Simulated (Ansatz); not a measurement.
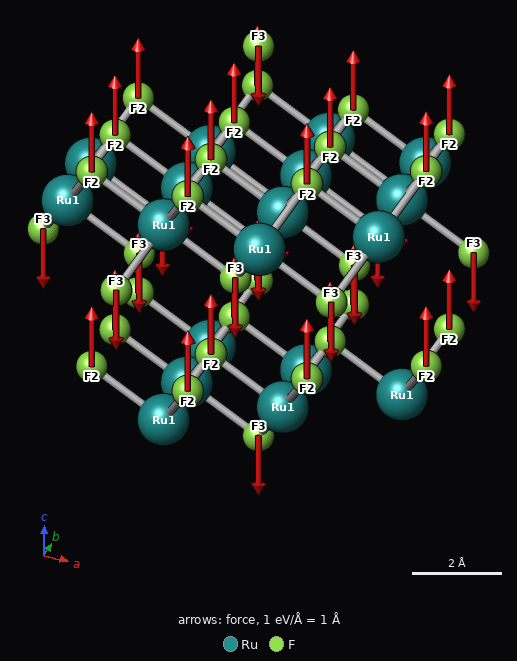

Starting geometry of a crystal of RuF$_{2}$ (built on the CdI2 type) with the computed forces as red arrows. Style: ball-and-stick. Shown: the atoms within 5.0 Å of the atom that moves most (axes of the cell of the calculation), from a free direction.

The calculation used Ansatz, DFT PBEsol, scalar-relativistic, plane waves, PAW.

Input file:
```yaml
crystal:
  lattice:
    - [2.8465612488, 0.0, 0.0]
    - [-1.4232806244, 2.4651943549, 0.0]
    - [0.0, 0.0, 4.59209409]
  atoms:
    - { symbol: Ru, position: [0.0, 0.0, 0.0] }
    - { symbol: F, position: [0.3333333333, 0.6666666667, 0.252] }
    - { symbol: F, position: [0.6666666667, 0.3333333333, 0.748] }
basis:
  ecutwfc: 420
  ecutrho_ratio: 4
kpoints:
  mp_grid: { grid: [12, 12, 8] }
hamiltonian:
  xc: pbesol
scf:
  occupations: { method: gaussian, width: 0.05 }
output:
  forces: true
  stress: true
  eigenvalues: true
relax:
  f_tol: 0.01
  max_steps: 60
  cell: { stress_tol: 0.04 }
```

Command:
```bash
ansatz run input.yaml --threads 4 --pin off --max-ram 4096MiB --backend cpu --events-out ev --progress --plain --runs-dir out
```

Q: What follows when this structure is relaxed?

A: It isn't relaxed: the largest force vector, on F atoms, is 1.44 eV/Å. Measured relative to the changing cell, the final displacements run against the starting forces (cosine between the two patterns −1.00). The largest moves relative to the cell, 0.13 Å, are those of F2 and F3. F3 goes along +c. Ru stays in place. Cell: a = b 2.847 → 3.220 Å (+13.1 %), c 4.592 → 4.306 Å (−6.2 %). Volume +19.9 %. Among the contacts that change: Ru1–Ru1 2.847 → 3.220 Å, Ru1–F2 2.010 → 2.091 Å. Bond angles that change, for instance: F2–Ru1–F2 90.2° → 100.7°, Ru1–F2–Ru1 90.2° → 100.7°, F2–Ru1–F3 89.8° → 79.3°. The space group stays P-3m1 (No. 164). After 13 accepted moves (17 points after the start) the energy has fallen by 234 meV per atom. The largest force component goes from 1.4 to 0.00074 eV/Å. The pressure goes from 32.66 to 0.00 GPa. At 4 points the geometry stayed and the basis and grid were re-selected for the new cell (energy shift of 34.4 meV per atom at most each time). The run took of the order of 2.7 core-minutes on a shared host.
